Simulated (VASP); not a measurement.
Band structure of CuCl (zinc blende). Calculation: optB86b-vdW, VASP's PBE PAW potentials (set 64) (plane waves; VASP 6.6.1).

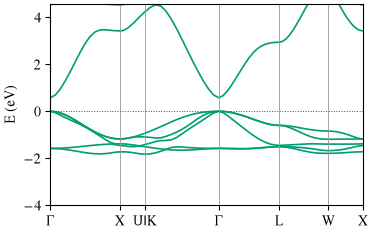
Fig. 1. Bands along high-symmetry lines, zero at the valence-band maximum or, without a gap, the Fermi level

Q: Read the plot: is there a gap, and where are the band edges?

A: The gap is direct, 0.58 eV, from the valence maximum at Γ to the conduction minimum at Γ. (Edges off the drawn lines would not show.)

Measured: gap 3.39 eV at 2 K (computed value off by -2.81 eV), as given by arXiv:1206.3780.

The compound is CuCl in the zinc blende structure. It was relaxed first.
